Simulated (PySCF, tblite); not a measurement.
# C₄H₁₁BClSi radical: geometry, infrared bands and EPR parameters

Wanted: the infrared bands and EPR parameters of C₄H₁₁BClSi radical (`CB[CH][SiH2]CCCl`), by calculation.

Computed with tblite 0.8.0 and PySCF 2.14.0, with density-fitted response routines of our own, on a single molecule in the gas phase. Atoms are numbered from 0 throughout.

**1. The molecule as given**

18 atoms, charge 0, multiplicity 2; geometry from: force field or distance geometry start.

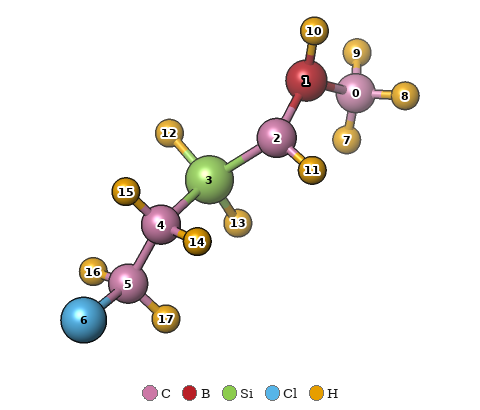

The starting geometry (carbon pink, boron red, silicon green, chlorine blue, hydrogen amber), atoms numbered; sticks join atoms by distance.

**2. Optimising the geometry with GFN2-xTB**

Job settings and geometry (Å):

```
{"job": {"kind": "relax", "xc": "GFN2-xTB", "basis": "xTB"}, "charge": 0, "multiplicity": 2}
C      3.313000    -0.046400    -0.398000
B      2.213300     1.108300    -0.287600
C      0.809700     0.850900     0.370800
Si    -0.356900    -0.066000    -0.768400
C     -2.093000     0.231100    -0.131700
C     -3.036400    -0.890000    -0.454900
Cl    -4.635700    -0.450100     0.195100
H      2.859300    -1.048800    -0.485700
H      3.891800    -0.026000     0.559600
H      4.042500     0.145600    -1.196900
H      2.650300     2.212800    -0.179000
H      0.845900     0.466500     1.394000
H     -0.215900     0.405500    -2.131900
H      0.005700    -1.491100    -0.755700
H     -1.993700     0.272800     0.986100
H     -2.468700     1.190600    -0.514600
H     -3.146300    -1.046100    -1.551200
H     -2.693800    -1.813200     0.073800
```

Run with:

```console
$ OMP_NUM_THREADS=1 python probes_run.py task.json out
```

One launch serves the whole session: the jobs run in the order shown.

The program printed:

```text
step      E/eV     max force
  0    -586.99883    2.029
  1    -587.16586    1.445
  2    -587.32923    1.052
  3    -587.38031    0.700
  4    -587.42552    0.416
  5    -587.44277    0.413
  6    -587.46593    0.328
  7    -587.47761    0.277
  8    -587.48857    0.263
  9    -587.49886    0.229
 10    -587.51134    0.268
 11    -587.52252    0.278
 12    -587.53127    0.201
 13    -587.53778    0.223
 14    -587.54447    0.222
 15    -587.55251    0.228
 16    -587.56111    0.208
 17    -587.56967    0.232
 18    -587.57969    0.241
 19    -587.59278    0.290
 20    -587.60657    0.376
 21    -587.61758    0.331
 22    -587.62428    0.261
 23    -587.61856    0.801
 24    -587.63132    0.185
 25    -587.63414    0.143
 26    -587.64218    0.216
 27    -587.64599    0.207
 28    -587.65175    0.181
 29    -587.65583    0.166
 30    -587.66006    0.177
 31    -587.66469    0.201
 32    -587.67022    0.182
 33    -587.67520    0.167
 34    -587.67948    0.167
 35    -587.68374    0.170
 36    -587.68845    0.180
 37    -587.69274    0.143
 38    -587.69692    0.180
 39    -587.70039    0.177
 40    -587.70355    0.172
 41    -587.70642    0.131
 42    -587.70865    0.119
 43    -587.71012    0.099
 44    -587.71101    0.077
 45    -587.71162    0.063
 46    -587.71226    0.071
 47    -587.71305    0.082
 48    -587.71395    0.082
 49    -587.71488    0.078
 50    -587.71576    0.059
 51    -587.71661    0.067
 52    -587.71744    0.073
 53    -587.71818    0.073
 54    -587.71877    0.053
 55    -587.71930    0.065
 56    -587.71999    0.084
 57    -587.72115    0.120
 58    -587.72283    0.151
 59    -587.72441    0.120
 60    -587.72529    0.056
 61    -587.72573    0.049
 62    -587.72611    0.054
 63    -587.72661    0.072
 64    -587.72711    0.061
 65    -587.72748    0.038
 66    -587.72775    0.039
 67    -587.72805    0.049
 68    -587.72846    0.055
 69    -587.72888    0.050
 70    -587.72920    0.038
 71    -587.72943    0.035
 72    -587.72970    0.048
 73    -587.73012    0.055
 74    -587.73059    0.055
 75    -587.73098    0.054
 76    -587.73127    0.044
 77    -587.73160    0.059
 78    -587.73205    0.072
 79    -587.73252    0.059
 80    -587.73284    0.033
 81    -587.73300    0.032
 82    -587.73313    0.031
 83    -587.73330    0.033
 84    -587.73351    0.034
 85    -587.73374    0.030
 86    -587.73394    0.040
 87    -587.73412    0.033
 88    -587.73428    0.027
 89    -587.73442    0.037
 90    -587.73456    0.035
 91    -587.73471    0.032
 92    -587.73488    0.028
 93    -587.73505    0.026
 94    -587.73524    0.043
 95    -587.73543    0.048
 96    -587.73559    0.037
 97    -587.73568    0.017
 98    -587.73573    0.016
 99    -587.73577    0.015
100    -587.73584    0.024
101    -587.73592    0.023
102    -587.73599    0.017
103    -587.73604    0.019
104    -587.73608    0.018
105    -587.73613    0.020
106    -587.73620    0.022
107    -587.73629    0.030
108    -587.73639    0.034
109    -587.73652    0.033
110    -587.73667    0.027
111    -587.73686    0.027
112    -587.73703    0.023
113    -587.73715    0.023
114    -587.73723    0.022
115    -587.73734    0.021
116    -587.73750    0.030
117    -587.73773    0.043
118    -587.73800    0.042
119    -587.73828    0.035
120    -587.73855    0.034
121    -587.73877    0.030
122    -587.73894    0.040
123    -587.73910    0.033
124    -587.73927    0.023
125    -587.73936    0.023
126    -587.73946    0.023
127    -587.73955    0.021
128    -587.73966    0.029
129    -587.73975    0.026
130    -587.73980    0.014
131    -587.73982    0.007
```

Wall time 1.1 s (1 thread of Arm Neoverse V1, shared host).

Along the way: (not every step is listed)

| step | energy from step 0 (eV) | largest force (eV/Å) |
| --- | --- | --- |
| 0 | 0.0000 | 2.0288 |
| 1 | -0.1670 | 1.4454 |
| 2 | -0.3304 | 1.0515 |
| 3 | -0.3815 | 0.7005 |
| 4 | -0.4267 | 0.4157 |
| 5 | -0.4439 | 0.4131 |
| 6 | -0.4671 | 0.3285 |
| 7 | -0.4788 | 0.2768 |
| 8 | -0.4897 | 0.2633 |
| 19 | -0.5939 | 0.2896 |
| 30 | -0.6612 | 0.1770 |
| 41 | -0.7076 | 0.1307 |
| 52 | -0.7186 | 0.0732 |
| 63 | -0.7278 | 0.0722 |
| 74 | -0.7318 | 0.0549 |
| 85 | -0.7349 | 0.0302 |
| 96 | -0.7368 | 0.0365 |
| 107 | -0.7375 | 0.0301 |
| 118 | -0.7392 | 0.0423 |
| 126 | -0.7406 | 0.0226 |
| 127 | -0.7407 | 0.0214 |
| 128 | -0.7408 | 0.0294 |
| 129 | -0.7409 | 0.0260 |
| 130 | -0.7410 | 0.0142 |
| 131 | -0.7410 | 0.0067 |

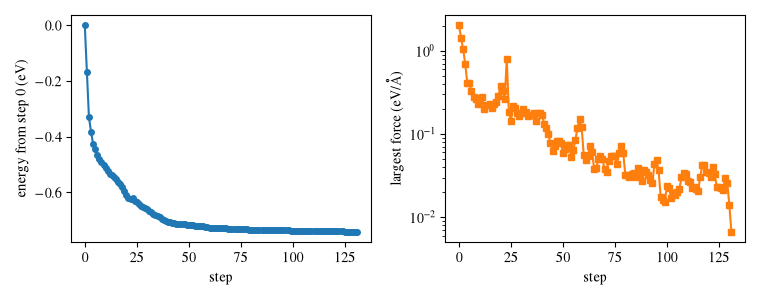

Energy and force, step by step.

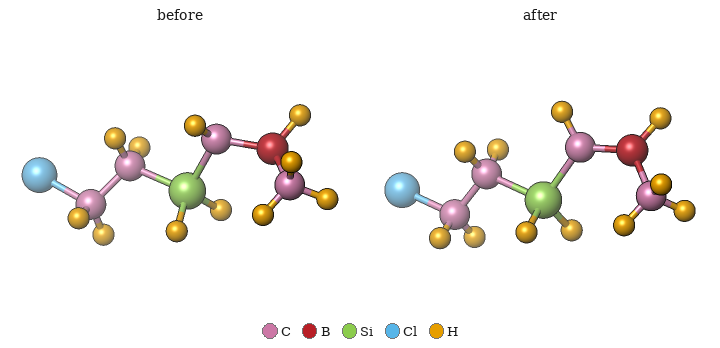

The geometry before (left) and after (right).

Close pairs (by a distance rule), those that changed most:

| bond | before (Å) | after (Å) | change (Å) |
| --- | --- | --- | --- |
| B1–C2 | 1.572 | 1.501 | -0.071 |
| Si3–C4 | 1.873 | 1.910 | +0.037 |
| C4–H14 | 1.123 | 1.091 | -0.032 |
| C0–H8 | 1.119 | 1.089 | -0.030 |
| C5–H17 | 1.118 | 1.089 | -0.028 |
| C5–H16 | 1.113 | 1.089 | -0.024 |
| Si3–H12 | 1.450 | 1.471 | +0.021 |
| C0–H7 | 1.104 | 1.086 | -0.018 |

The final coordinates are the input of the step that follows.

**3. Vibrational analysis with GFN2-xTB**

Job settings and geometry (Å):

```
{"job": {"kind": "ir", "xc": "GFN2-xTB", "basis": "xTB"}, "charge": 0, "multiplicity": 2}
C      3.293298    -0.038138    -0.504521
B      2.343815     1.128457    -0.009517
C      0.904332     0.891338     0.342902
Si    -0.256079    -0.275535    -0.534855
C     -2.033524     0.093983     0.058099
C     -3.034551    -0.812887    -0.610147
Cl    -4.711258    -0.438764    -0.088751
H      2.775046    -0.982992    -0.639492
H      4.107954    -0.202047     0.199035
H      3.762789     0.236318    -1.447680
H      2.797514     2.211264     0.065453
H      0.463839     1.445239     1.164503
H     -0.193134    -0.117985    -1.995903
H      0.056583    -1.679769    -0.209585
H     -2.104304    -0.028420     1.139951
H     -2.291472     1.131716    -0.157518
H     -3.023662    -0.697050    -1.693202
H     -2.865945    -1.858410    -0.355189
```

The program printed:

```text
mode    cm-1     km/mol
  1      11.3      0.57
  2      51.2      1.84
  3      56.2      0.08
  4      66.7      1.27
  5      89.8      2.03
  6     131.5      2.33
  7     189.3      4.31
  8     220.3      1.68
  9     276.3      4.33
 10     361.7      0.47
 11     438.6     42.96
 12     540.9     16.02
 13     569.0      2.50
 14     673.3     63.66
 15     687.7     29.12
 16     704.6    148.01
 17     733.0    156.08
 18     735.6     99.83
 19     759.8     37.14
 20     786.7    161.42
 21     816.9     99.40
 22     826.7     48.01
 23     894.5     22.00
 24     935.0     37.33
 25    1006.8      3.24
 26    1077.7     73.08
 27    1108.4      7.86
 28    1115.7     31.98
 29    1198.3    140.40
 30    1214.8      6.26
 31    1255.0      2.07
 32    1277.5     91.58
 33    1365.5      5.93
 34    1451.5      0.22
 35    1481.4     10.62
 36    1484.1      2.90
 37    1488.7      4.24
 38    2151.1    289.18
 39    2199.1    205.51
 40    2562.9    115.14
 41    2974.4      6.18
 42    2987.5      1.44
 43    2988.6     30.49
 44    2994.0     16.61
 45    3007.7     21.70
 46    3014.0     29.79
 47    3022.5     21.76
 48    3048.0     35.41
```

Run time: 0.74 s. Hardware: 1 thread of Arm Neoverse V1, shared host.

Which atoms move in the most intense modes:

| cm⁻¹ | km/mol | atoms |
| --- | --- | --- |
| 705 | 148.0 | H12 32 %, H13 27 %, C2 22 % |
| 733 | 156.1 | Si3 17 %, C5 12 %, H12 11 % |
| 736 | 99.8 | H15 19 %, H14 18 %, H13 10 %, H16 10 % |
| 787 | 161.4 | H12 45 %, H13 41 % |
| 1198 | 140.4 | B1 52 %, C2 36 % |
| 2151 | 289.2 | H13 91 % |
| 2199 | 205.5 | H12 92 % |
| 2563 | 115.1 | H10 92 % |

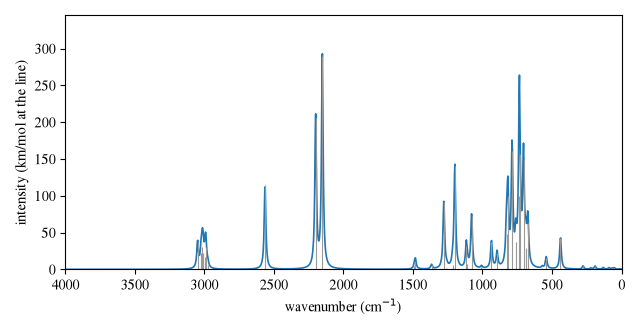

The infrared spectrum from these modes, unscaled. Lines are broadened to a width of 14 cm⁻¹ (Lorentzian).

**4. EPR parameters: B3LYP/pcH-1**

The job, as its differences from that of step 3:

```diff
@@ -1,2 +1,2 @@
-{"job": {"kind": "ir", "xc": "GFN2-xTB", "basis": "xTB"}, "charge": 0, "multiplicity": 2}
+{"job": {"kind": "epr", "basis": "pcH-1"}, "charge": 0, "multiplicity": 2}
 C      3.293298    -0.038138    -0.504521
```

Level: UKS B3LYP, pcH-1 on B C Cl H Si, non-relativistic, mean-field spin-orbit, GIAO.

The program printed:

```text
UKS, coarse grid
  cycle   1  E = -933.51487605  |g| = 3.85e-01
  cycle   2  E = -933.50026470  |g| = 4.10e-01
  cycle   3  E = -933.58749746  |g| = 3.86e-02
  cycle   4  E = -933.58817122  |g| = 1.49e-02
  cycle   5  E = -933.58828650  |g| = 4.60e-03
  cycle   6  E = -933.58829908  |g| = 1.84e-03
  cycle   7  E = -933.58830200  |g| = 8.22e-04
UKS, final grid
  cycle   1  E = -933.58829200  |g| = 1.06e-03
  cycle   2  E = -933.58829141  |g| = 1.55e-03
  cycle   3  E = -933.58829256  |g| = 8.31e-05
  cycle   4  E = -933.58829256  |g| = 5.01e-05
  cycle   5  E = -933.58829256  |g| = 1.44e-05
E = -933.58829256 Eh   <S^2> = 0.7535 (exact 0.7500)
g shifts (ppm)      1          2          3
  rmc          -116       -116       -116
  gc             -0         35         18
  oz_so         -39        524        797
  total        -155        443        699
hyperfine (MHz)  atom isotope    a_iso     a_fc   dipolar eigenvalues
    0   13C      21.38      21.38     -3.62     -2.83      6.45
    1   11B     -20.40     -20.39    -10.52     -1.96     12.48
    2   13C      54.70      54.76    -64.30    -63.25    127.54
    3  29Si      32.64      32.70     -1.23     -0.83      2.06
    4   13C      -0.70      -0.70     -0.54     -0.29      0.84
    5   13C      -1.47      -1.47     -0.26     -0.09      0.35
    6  35Cl      -0.12      -0.12     -0.15      0.05      0.10
    7    1H      -1.62      -1.62     -4.07     -1.55      5.62
    8    1H       3.25       3.25     -3.27     -2.57      5.84
    9    1H      28.91      28.91     -2.91     -0.79      3.70
   10    1H      50.73      50.73     -7.31     -2.90     10.22
   11    1H     -30.01     -30.03    -30.62     -2.54     33.17
   12    1H      33.28      33.28     -2.86     -2.05      4.91
   13    1H      84.33      84.33     -3.31     -1.16      4.47
   14    1H      -0.04      -0.04     -1.85     -1.61      3.46
   15    1H      -0.19      -0.19     -1.91     -1.67      3.58
   16    1H       0.30       0.30     -0.69     -0.62      1.31
   17    1H       0.74       0.74     -0.78     -0.59      1.37
```

It took 2 min on 1 thread of Arm Neoverse V1, shared host; peak memory 1.1 GiB.

Principal g values 2.00216, 2.00276, 2.00302; g(iso) = 2.00265, against 2.00232 for a free electron.

Mean a(iso) over the nuclei that a row names, and the largest dipolar term of the row (other rows stand at the frozen geometry):

| nuclei | isotope | a(iso) (MHz) | a(iso) (G, at g = 2.0023) | largest dipolar term (MHz) |
| --- | --- | --- | --- | --- |
| H12, H13 | 1H | 58.8 | 21.0 | 4.9 |
| C2 | 13C | 54.7 | 19.5 | 127.5 |
| H10 | 1H | 50.7 | 18.1 | 10.2 |
| Si3 | 29Si | 32.6 | 11.6 | 2.1 |
| H11 | 1H | -30.0 | -10.7 | 33.2 |
| C0 | 13C | 21.4 | 7.6 | 6.4 |
| B1 | 11B | -20.4 | -7.3 | 12.5 |
| H7, H8, H9 | 1H | 10.2 | 3.6 | 5.8 |
| C5 | 13C | -1.5 | -0.5 | 0.3 |
| C4 | 13C | -0.7 | -0.3 | 0.8 |
| H16, H17 | 1H | 0.5 | 0.2 | 1.4 |
| Cl6 | 35Cl | -0.1 | 0.0 | -0.1 |
| H14, H15 | 1H | -0.1 | 0.0 | 3.6 |

Mulliken spin populations:

C0 0.01; B1 0.08; C2 0.88; Si3 -0.03; C4 0.00; C5 0.00; Cl6 0.00; H7 0.00; H8 0.00; H9 0.01; H10 0.02; H11 -0.03; H12 0.02; H13 0.05; H14 0.00; H15 0.00; H16 0.00; H17 0.00

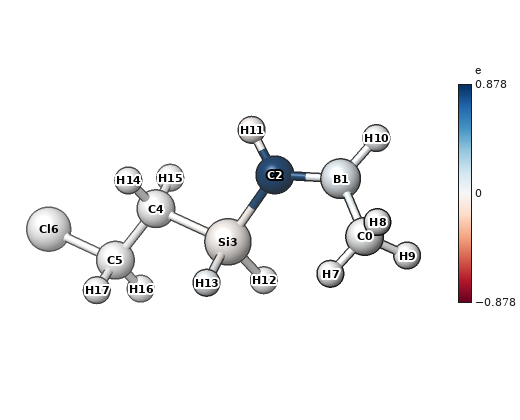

Mulliken spin populations, as colours on the atoms.

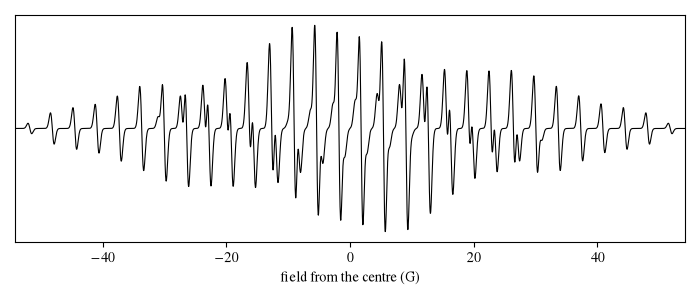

First-order isotropic spectrum (first derivative, main isotopes with spin only, couplings over 0.8 MHz, Gaussian width 0.3 G; couplings of the frozen geometry, rotation of groups not averaged beyond the rows shown).

The fields below are evaluated on a grid from the run's orbitals.

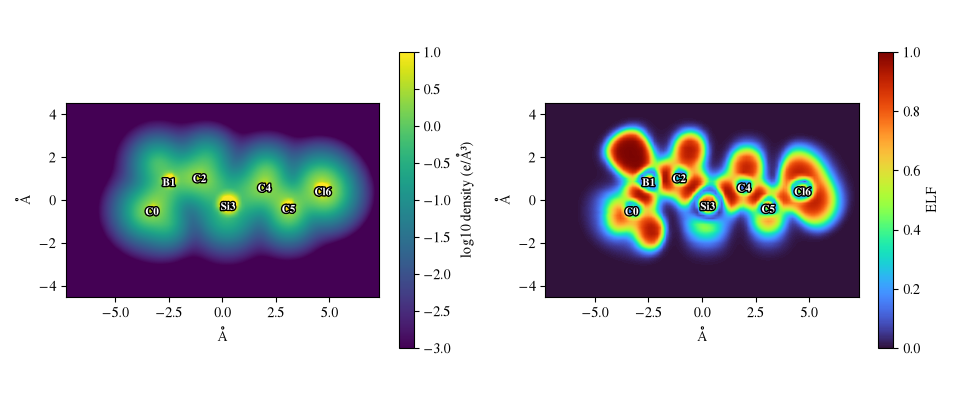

Density (left) and ELF (right) in a plane through or near 7 of the atoms.

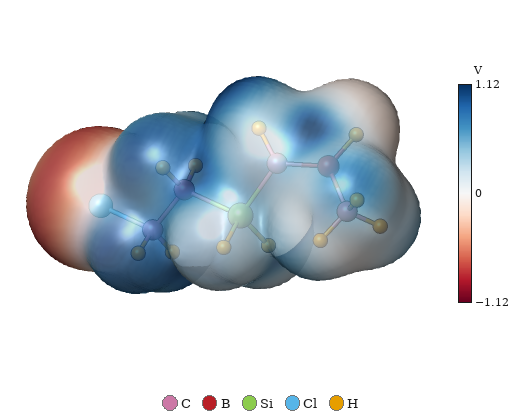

Electrostatic potential on the surface of density 0.002 e/bohr³; red is low, blue high. It runs from -0.77 V near Cl6 to 1.12 V near H13.

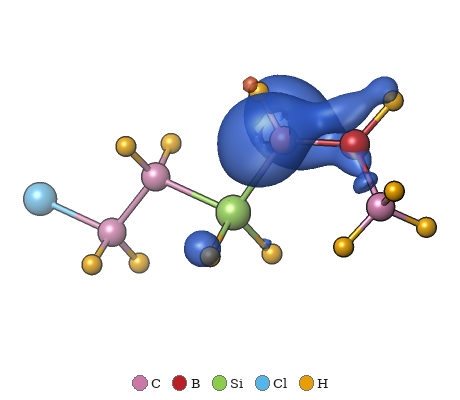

Spin density at ±0.03 e/Å³ (alpha excess blue, beta excess red).

**5. Summary of results**

```
                                                                  quantity                     value
                                 strongest single infrared mode (GFN2-xTB)     2151 cm⁻¹, 289 km/mol
                                              zero-point energy (GFN2-xTB)             84.4 kcal/mol
                                                            g(iso) (B3LYP)                   2.00265
                                                                      ⟨S²⟩        0.754 (exact 0.75)
                                        largest a(iso) (averaged by class)  1H on H12, H13, 58.8 MHz
potential on the surface of density 0.002 e/bohr³, 1st and 99th percentile        -0.77 V and 1.12 V
```

In words: Relaxing lowered the energy by 0.741 eV in 131 steps; the close pair that moved most is B1–C2, from 1.572 to 1.501 Å. All 48 modes are real, so the xTB geometry is a minimum. The strongest single mode, at 2151 cm⁻¹, moves mainly H13. Unscaled tight-binding wavenumbers are off by several per cent, some by more. Its intensities can rank the bands wrongly. C2 carries the largest spin population, 0.88 e. The isotropic g lies 0.3 ppt above the free-electron value. These values are for one conformer; the search (at its own cheap level) found 2 more, at 0.65, 0.73 kcal/mol, and measured spectra average over such forms.
